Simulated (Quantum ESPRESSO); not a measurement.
# InP (F-43m): zone-centre phonons, part 2 of 4

Aim: the zone-centre modes of InP (F-43m).

Quantum ESPRESSO 7.5; DFT LDA, scalar-relativistic, plane waves, PseudoDojo norm-conserving pseudopotentials.

So far. Step 2 (A probe with smearing): A gap of 1.3 eV opens on this mesh, so the crystal is taken as an insulator; the start stands at -1.4 GPa. Step 4 (Self-consistent run for the response): The cell stands at 0 GPa, close enough for phonons.

The database entry behind the starting cell differs from later determinations by our own check (0.1 to 0.3 % short, probably kX units), so it need not match the best structure at ambient conditions.

**5. Linear response at Γ**

At q = 0 one unit cell holds all displacements; symmetry groups them into irreducible representations that are solved one by one. The response to a field gives ε∞ and the Born charges, which polar modes need.

ph.in reads:

```
phonons
&INPUTPH
  prefix = 'x'
  outdir = './tmp'
  fildyn = 'g.dyn'
  tr2_ph = 1.0d-18
  epsil  = .true.
/
0.000000000000 0.000000000000 0.000000000000
```

Command:

```bash
$ OMP_NUM_THREADS=1 mpirun -n 4 ph.x -nk 4 -in ph.in > ph.out
```

Output:

```text
[banners, grids, parts of the stress and lines that vanish by symmetry left out]
[banner, memory and clock lines left out]
Program PHONON v.7.5

     ./tmp/x.save/

     IMPORTANT: XC functional enforced from input :
     Exchange-correlation= PW
                           (   1   4   0   0   0   0   0)
     Any further DFT definition will be discarded
     Please, verify this is what you really want

     G-vector sticks info

     Reading collected, re-writing distributed wavefunctions in ./tmp/

     Number and degeneracy of irreps per q-point
       N         xq(1)         xq(2)         xq(3)   N irreps
       1   0.000000000   0.000000000   0.000000000       2
        3   3

     Calculation of q =    0.0000000   0.0000000   0.0000000

     phonons

     bravais-lattice index     =            2
     lattice parameter (alat)  =      11.0034  a.u.
     unit-cell volume          =     333.0592 (a.u.)^3
     number of atoms/cell      =            2
     number of atomic types    =            2
     kinetic-energy cut-off    =      77.0000  Ry
     charge density cut-off    =     308.0000  Ry
     convergence threshold     =      1.0E-18
     beta                      =       0.7000
     number of iterations used =            4
     Exchange-correlation= PW
                           (   1   4   0   0   0   0   0)

     celldm(1)=   11.00341  celldm(2)=    0.00000  celldm(3)=    0.00000
     celldm(4)=    0.00000  celldm(5)=    0.00000  celldm(6)=    0.00000

     crystal axes: (cart. coord. in units of alat)
               a(1) = ( -0.5000  0.0000  0.5000 )
               a(2) = (  0.0000  0.5000  0.5000 )
               a(3) = ( -0.5000  0.5000  0.0000 )

     reciprocal axes: (cart. coord. in units 2 pi/alat)
               b(1) = ( -1.0000 -1.0000  1.0000 )
               b(2) = (  1.0000  1.0000  1.0000 )
               b(3) = ( -1.0000  1.0000 -1.0000 )

     Atoms inside the unit cell:

     Cartesian axes

     site n.  atom      mass           positions (alat units)
        1  In    114.8180   tau(    1) = (    0.00000    0.00000    0.00000  )
        2  P      30.9738   tau(    2) = (   -0.25000    0.25000    0.25000  )

     Computing dynamical matrix for
                    q = (   0.0000000   0.0000000   0.0000000 )

     25 Sym.Ops. (with q -> -q+G )

     G cutoff =  944.5942  (  30467 G-vectors)     FFT grid: ( 45, 45, 45)
     number of k points=    60
                       cart. coord. in units 2pi/alat
        k(    1) = (  -0.0625000   0.0625000   0.0625000), wk =   0.0078125
        k(    2) = (  -0.1875000   0.1875000  -0.0625000), wk =   0.0234375
        k(    3) = (  -0.3125000   0.3125000  -0.1875000), wk =   0.0234375
        [... further k-points left out ...]

     PseudoPot. # 1 for In read from file:
     ./pseudo/In.upf
     Pseudo is Norm-conserving + core correction, Zval = 13.0
     Using radial grid of 1894 points,  6 beta functions with:
                l(1) =   0
                l(2) =   0
                l(3) =   1
                l(4) =   1
                l(5) =   2
                l(6) =   2

     PseudoPot. # 2 for P  read from file:
     ./pseudo/P.upf
     Pseudo is Norm-conserving + core correction, Zval =  5.0
     Using radial grid of 1298 points,  6 beta functions with:
                l(1) =   0
                l(2) =   0
                l(3) =   1
                l(4) =   1
                l(5) =   2
                l(6) =   2

     Mode symmetry, T_d (-43m)  point group:

     Electric field:
     Dielectric constant
     Born effective charges as d Force / d E

     Atomic displacements:
     There are    2 irreducible representations

     Representation     1      3 modes -  To be done

     Representation     2      3 modes -  To be done

     Alpha used in Ewald sum =   2.8000

     Electric Fields Calculation

      iter #   1   av.it.:   8.2
      thresh= 1.000E-02 alpha_mix =  0.700 |ddv_scf|^2 =  9.911E-08

      iter #   2   av.it.:  15.9
      thresh= 3.148E-05 alpha_mix =  0.700 |ddv_scf|^2 =  9.861E-09

      iter #   3   av.it.:  15.9
      thresh= 9.930E-06 alpha_mix =  0.700 |ddv_scf|^2 =  1.282E-10

      iter #   4   av.it.:  16.5
      thresh= 1.132E-06 alpha_mix =  0.700 |ddv_scf|^2 =  2.170E-11

      iter #   5   av.it.:  16.0
      thresh= 4.658E-07 alpha_mix =  0.700 |ddv_scf|^2 =  4.015E-13

      iter #   6   av.it.:  15.5
      thresh= 6.337E-08 alpha_mix =  0.700 |ddv_scf|^2 =  5.399E-15

      iter #   7   av.it.:  15.8
      thresh= 7.348E-09 alpha_mix =  0.700 |ddv_scf|^2 =  1.148E-16

      iter #   8   av.it.:  16.1
      thresh= 1.072E-09 alpha_mix =  0.700 |ddv_scf|^2 =  2.123E-19

     End of electric fields calculation

          Dielectric constant in cartesian axis

          (      11.530803361       0.000000000       0.000000000 )
          (      -0.000000000      11.530803361      -0.000000000 )
          (       0.000000000      -0.000000000      11.530803361 )

          Effective charges (d Force / dE) in cartesian axis without acoustic sum rule applied (asr)

           atom    1  In    Mean Z*:        2.46111
      Ex  (        2.46111        0.00000       -0.00000 )
      Ey  (       -0.00000        2.46111       -0.00000 )
      Ez  (       -0.00000        0.00000        2.46111 )
           atom    2  P     Mean Z*:       -2.46212
      Ex  (       -2.46212        0.00000        0.00000 )
      Ey  (        0.00000       -2.46212        0.00000 )
      Ez  (        0.00000        0.00000       -2.46212 )

          Effective charges Sum: Mean:       -0.00101
             -0.00101       -0.00000       -0.00000
              0.00000       -0.00101        0.00000
             -0.00000        0.00000       -0.00101

          Effective charges (d Force / dE) in cartesian axis with asr applied:
           atom    1  In    Mean Z*:        2.46162
      E*x (        2.46162        0.00000       -0.00000 )
      E*y (       -0.00000        2.46162       -0.00000 )
      E*z (       -0.00000       -0.00000        2.46162 )
           atom    2  P     Mean Z*:       -2.46162
      E*x (       -2.46162       -0.00000        0.00000 )
      E*y (        0.00000       -2.46162        0.00000 )
      E*z (        0.00000        0.00000       -2.46162 )

     Representation #   1 modes #   1   2   3

     Self-consistent Calculation

      iter #   1   av.it.:   7.1
      thresh= 1.000E-02 alpha_mix =  0.700 |ddv_scf|^2 =  5.445E-08

      iter #   2   av.it.:  16.0
      thresh= 2.334E-05 alpha_mix =  0.700 |ddv_scf|^2 =  6.537E-09

      iter #   3   av.it.:  16.0
      thresh= 8.085E-06 alpha_mix =  0.700 |ddv_scf|^2 =  8.671E-11

      iter #   4   av.it.:  16.4
      thresh= 9.312E-07 alpha_mix =  0.700 |ddv_scf|^2 =  1.096E-11

      iter #   5   av.it.:  16.1
      thresh= 3.311E-07 alpha_mix =  0.700 |ddv_scf|^2 =  3.872E-14

      iter #   6   av.it.:  15.9
      thresh= 1.968E-08 alpha_mix =  0.700 |ddv_scf|^2 =  2.948E-16

[...]
End of self-consistent calculation

     Convergence has been achieved

     Representation #   2 modes #   4   5   6

     Self-consistent Calculation

[...]
iter #   3   av.it.:  16.2
      thresh= 7.663E-05 alpha_mix =  0.700 |ddv_scf|^2 =  4.247E-10

      iter #   4   av.it.:  16.3
      thresh= 2.061E-06 alpha_mix =  0.700 |ddv_scf|^2 =  7.954E-12

      iter #   5   av.it.:  15.4
      thresh= 2.820E-07 alpha_mix =  0.700 |ddv_scf|^2 =  7.467E-13

      iter #   6   av.it.:  16.1
      thresh= 8.641E-08 alpha_mix =  0.700 |ddv_scf|^2 =  3.712E-15

      iter #   7   av.it.:  15.5
      thresh= 6.093E-09 alpha_mix =  0.700 |ddv_scf|^2 =  1.114E-16

      iter #   8   av.it.:  16.0
      thresh= 1.055E-09 alpha_mix =  0.700 |ddv_scf|^2 =  1.712E-18

      iter #   9   av.it.:  15.8
      thresh= 1.308E-10 alpha_mix =  0.700 |ddv_scf|^2 =  6.948E-20

     End of self-consistent calculation

     Convergence has been achieved

     Number of q in the star =    1
     List of q in the star:
          1   0.000000000   0.000000000   0.000000000

          Dielectric constant in cartesian axis

          (      11.530803361       0.000000000       0.000000000 )
          (      -0.000000000      11.530803361      -0.000000000 )
          (       0.000000000      -0.000000000      11.530803361 )

          Effective charges (d Force / dE) in cartesian axis without acoustic sum rule applied (asr)

           atom    1  In    Mean Z*:        2.46111
      Ex  (        2.46111        0.00000       -0.00000 )
      Ey  (       -0.00000        2.46111       -0.00000 )
      Ez  (       -0.00000        0.00000        2.46111 )
           atom    2  P     Mean Z*:       -2.46212
      Ex  (       -2.46212        0.00000        0.00000 )
      Ey  (        0.00000       -2.46212        0.00000 )
      Ez  (        0.00000        0.00000       -2.46212 )

          Effective charges Sum: Mean:       -0.00101
             -0.00101       -0.00000       -0.00000
              0.00000       -0.00101        0.00000
             -0.00000        0.00000       -0.00101

          Effective charges (d Force / dE) in cartesian axis with asr applied:
           atom    1  In    Mean Z*:        2.46162
      E*x (        2.46162        0.00000       -0.00000 )
      E*y (       -0.00000        2.46162       -0.00000 )
      E*z (       -0.00000       -0.00000        2.46162 )
           atom    2  P     Mean Z*:       -2.46162
      E*x (       -2.46162       -0.00000        0.00000 )
      E*y (        0.00000       -2.46162        0.00000 )
      E*z (        0.00000        0.00000       -2.46162 )

     Diagonalizing the dynamical matrix

     q = (    0.000000000   0.000000000   0.000000000 )

 **************************************************************************
     freq (    1) =       0.069018 [THz] =       2.302198 [cm-1]
     freq (    2) =       0.069018 [THz] =       2.302198 [cm-1]
     freq (    3) =       0.069018 [THz] =       2.302198 [cm-1]
     freq (    4) =       9.118279 [THz] =     304.153058 [cm-1]
     freq (    5) =       9.118279 [THz] =     304.153058 [cm-1]
     freq (    6) =       9.118279 [THz] =     304.153058 [cm-1]
 **************************************************************************

     Mode symmetry, T_d (-43m)  point group:

     freq (   1-   3) =          2.3  [cm-1]   --> T_2  G_15 P_4   I+R
     freq (   4-   6) =        304.2  [cm-1]   --> T_2  G_15 P_4   I+R
```

Wall time 6.4 min (4 MPI ranks of Arm Neoverse V1, shared host).

Numbers from this step:

| Quantity | Value |
| --- | --- |
| miss of the charge sum rule | 0.001010 e |
| largest acoustic frequency at the zone centre before the sum rule | 2.3 cm⁻¹ |
| highest optical zone-centre mode (no LO-TO term) | 304.1 cm⁻¹ |
| lowest optical zone-centre mode | 304.1 cm⁻¹ |
| mean high-frequency dielectric constant | 11.53 |
| largest Born charge in size (third of the trace) | 2.462 e |

Born charge (rows field, columns displacement), before the sum rule (e), principal values of the symmetric part by kind of site:

```csv
atom,atoms with these values,low,middle,high,mean
In1,1,2.46,2.46,2.46,2.46
P2,1,-2.46,-2.46,-2.46,-2.46
```

In full for P2:

```
-2.46  0.00  0.00
 0.00 -2.46  0.00
 0.00  0.00 -2.46
```

High-frequency dielectric tensor:

```
11.53  0.00  0.00
 0.00 11.53  0.00
 0.00  0.00 11.53
```

The acoustic modes at Γ come out as far as 2.3 cm⁻¹ from zero, where they should vanish, a small numerical error; the Born charges miss their sum rule by 0.0010 e, which is good.

**6. Zone-centre analysis**

A rigid shift of the crystal must cost nothing, but grids and finite bases break this; the acoustic sum rule is imposed before the matrix is diagonalised again. With Born charges the intensities follow, and the static dielectric tensor.

dynmat.in reads:

```
&INPUT
  fildyn = 'g.dyn'
  asr    = 'simple'
  fileig = 'dynmat.eig'
  lperm  = .true.
/
```

Command:

```bash
$ dynmat.x -in dynmat.in > dynmat.out
```

Output:

```text
[banner, memory and clock lines left out]
Program DYNMAT v.7.5

     Reading Dynamical Matrix from file g.dyn
     ...Force constants read
     ...epsilon and Z* read
     A direction for q was not specified:TO-LO splitting will be absent

     Polarizability (A^3 units)
     multiply by 0.221716 for Clausius-Mossotti correction
        41.359618   -0.000000    0.000000
         0.000000   41.359618   -0.000000
         0.000000   -0.000000   41.359618

     IR activities are in (D/A)^2/amu units

# mode   [cm-1]    [THz]      IR
    1     -0.00   -0.0000    0.0000
    2      0.00    0.0000    0.0000
    3      0.00    0.0000    0.0000
    4    304.15    9.1182    5.7311
    5    304.15    9.1182    5.7311
    6    304.15    9.1182    5.7311

Electronic dielectric permittivity tensor (relative, adimensional)
        11.530803   -0.000000    0.000000
         0.000000   11.530803   -0.000000
         0.000000   -0.000000   11.530803

 ... with zone-center polar mode contributions
        14.208061    0.000000   -0.000000
         0.000000   14.208061    0.000000
        -0.000000    0.000000   14.208061
```

Run time: 0.46 s. Hardware: 1 thread.

Read from the output:

* mean static dielectric constant: 14.21

Unit eigenvectors of the mass-weighted matrix after the sum rule; no LO-TO term. Modes at Γ, with each element's share of the kinetic energy:

```csv
mode,frequency (cm⁻¹),symmetry,In %,P %
1,0.0,acoustic,79,21
2,0.0,acoustic,79,21
3,0.0,acoustic,79,21
4,304.2,T2,21,79
5,304.2,T2,21,79
6,304.2,T2,21,79
```

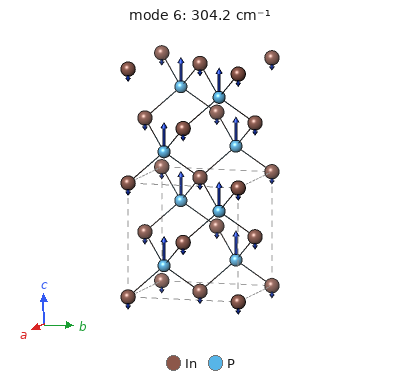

Displacement patterns of mode 6 at Γ; arrows are exaggerated. Bonds to atoms that aren't drawn are left out. 1×1×2 conventional cells are drawn. Some periodic images of atoms are drawn too.

Degenerate modes summed, no LO-TO term. Lines of the infrared spectrum (strongest = 100):

```csv
position (cm⁻¹),lines merged,label,"IR intensity, relative"
304,3,T2,100
```

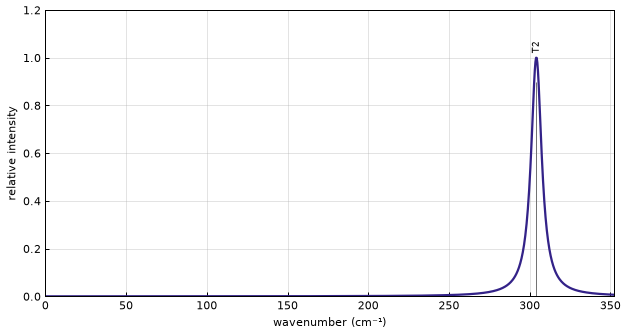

The infrared spectrum, broadened with Lorentzians of width 8 cm⁻¹; bars mark the lines.

Static dielectric tensor (ions relaxed, fixed cell):

```
14.21  0.00  0.00
 0.00 14.21  0.00
 0.00  0.00 14.21
```

The rule moves no optical mode by more than 0.1 cm⁻¹.

**7. The LO-TO splitting (1 0 0)**

A longitudinal polar mode sets up a macroscopic field that stiffens it; the term hangs on the direction from which q goes to zero.

dynmat.in reads:

```
&INPUT
  fildyn = 'g.dyn'
  asr    = 'simple'
  fileig = 'dynmat.eig'
  q(1)   = 1.0
  q(2)   = 0.0
  q(3)   = 0.0
/
```

Command:

```bash
$ dynmat.x -in dynmat.in > dynmat.out
```

Output:

```text
[banner, memory and clock lines left out]
Program DYNMAT v.7.5

     Reading Dynamical Matrix from file g.dyn
     ...Force constants read
     ...epsilon and Z* read

     Polarizability (A^3 units)
     multiply by 0.221716 for Clausius-Mossotti correction
        41.359618   -0.000000    0.000000
         0.000000   41.359618   -0.000000
         0.000000   -0.000000   41.359618

     IR activities are in (D/A)^2/amu units

# mode   [cm-1]    [THz]      IR
    1     -0.00   -0.0000    0.0000
    2     -0.00   -0.0000    0.0000
    3     -0.00   -0.0000    0.0000
    4    304.15    9.1182    5.7311
    5    304.15    9.1182    5.7311
    6    337.62   10.1215    5.7311
```

Wall time 0.45 s (1 thread).

Numbers from this step:

- highest mode moved by the LO-TO term: 337.6 cm⁻¹

Zone-centre frequencies as printed; negative means imaginary. Modes:

```csv
mode,frequency (cm⁻¹)
1,0
2,0
3,0
4,304.1
5,304.1
6,337.6
```

The field moves one mode, from 304 to 338 cm⁻¹; the others stay.

**8. Ground state, volume × 0.94**

Bonds stiffen under compression, so frequencies follow the volume; the atoms are not relaxed anew.

scf.in reads:

```
&CONTROL
  calculation = 'scf'
  prefix      = 'x'
  outdir      = './tmp'
  pseudo_dir  = './pseudo'
  tprnfor     = .true.
  tstress     = .true.
/
&SYSTEM
  ibrav       = 2
  celldm(1)   = 10.77878417
  nat         = 2
  ntyp        = 2
  ecutwfc     = 77.0
  occupations = 'fixed'
  nbnd        = 11
/
&ELECTRONS
  conv_thr         = 1.0d-12
  mixing_beta      = 0.7
  electron_maxstep = 100
/
ATOMIC_SPECIES
 In    114.8180  In.upf
 P      30.9738  P.upf
ATOMIC_POSITIONS crystal
 In     0.000000000   0.000000000   0.000000000
 P      0.250000000   0.250000000   0.250000000
K_POINTS automatic
 8 8 8 1 1 1
```

Command:

```bash
$ OMP_NUM_THREADS=1 mpirun -n 4 pw.x -nk 4 -in scf.in > scf.out
```

Output:

```text
[banners, grids, parts of the stress and lines that vanish by symmetry left out]
[banner, memory and clock lines left out]
Program PWSCF v.7.5

[...]
kinetic-energy cutoff     =      77.0000  Ry
     charge density cutoff     =     308.0000  Ry
     scf convergence threshold =      1.0E-12
[...]
Exchange-correlation= SLA  PW   NOGX NOGC
                           (   1   4   0   0   0   0   0)
[...]
24 Sym. Ops. (no inversion) found
[...]
number of k points=    60
[...]
c_bands:  1 eigenvalues not converged
[...]
End of self-consistent calculation
[...]
highest occupied, lowest unoccupied level (ev):     7.9176    9.3511
!    total energy              =    -146.43561200 Ry
[...]
convergence has been achieved in  10 iterations
[...]
atom    1 type  1   force =     0.00000000   -0.00000000    0.00000000
     atom    2 type  2   force =     0.00000000    0.00000000    0.00000000
     Total force =     0.000000     Total SCF correction =     0.000000
[...]
total   stress  (Ry/bohr**3)                   (kbar)     P=       50.78
[...]
XML data file, charge density, pseudopotentials, collected wavefunctions
```

It took 16 s on 4 MPI ranks.

Numbers from this step:

* volume per atom: 23.20 Å³
* pressure: 5.078 GPa
* gap on the k-mesh: 1.434 eV

(Part 2 of 4 ends here.)

[Host names and launcher messages were left out of these logs when they were recorded.]

[Logs are printed without paths, hosts, clocks, repeated set-up lines and the standing remarks that a program may print on its own settings, such as how far it seeks lower states.]

[Hosts, paths, dates, database ids (printed as entryN), source tags and the programs' standing remarks are cut or masked in the printed files.]
